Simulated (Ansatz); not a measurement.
# Hypothetical diamond Te, pressure series

Start from Te in the diamond structure (space group Fd-3m, No. 227; a hypothetical phase, not in the database extracts checked).

```
Te
1.0
    0.00000     3.53029     3.53029
    3.53029     0.00000     3.53029
    3.53029     3.53029     0.00000
Te
2
Direct
  0.25000   0.25000   0.25000
  0.00000   0.00000   0.00000
```

Cell and atoms are relaxed at each pressure.

The values are results of PBEsol/PAW in Ansatz (a program for electronic structure), no SOC, not measurements.

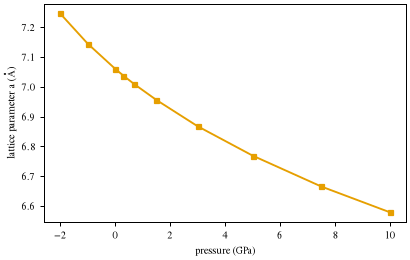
Figure: Lattice parameter a against pressure

| pressure (GPa) | lattice parameter a |
|---|---|
| -2 | 13.693 bohr |
| -1 | 13.502 bohr |
| 0.3 | 13.299 bohr |
| 0.7 | 13.245 bohr |
| 1.5 | 13.145 bohr |
| 3 | 12.978 bohr |
| 5 | 12.792 bohr |
| 7.5 | 12.596 bohr |
| 10 | 12.432 bohr |

Load acts through the strain it causes; cell and atoms are relaxed under it. Stability against distortions was not tested. No other phases were tried under pressure.
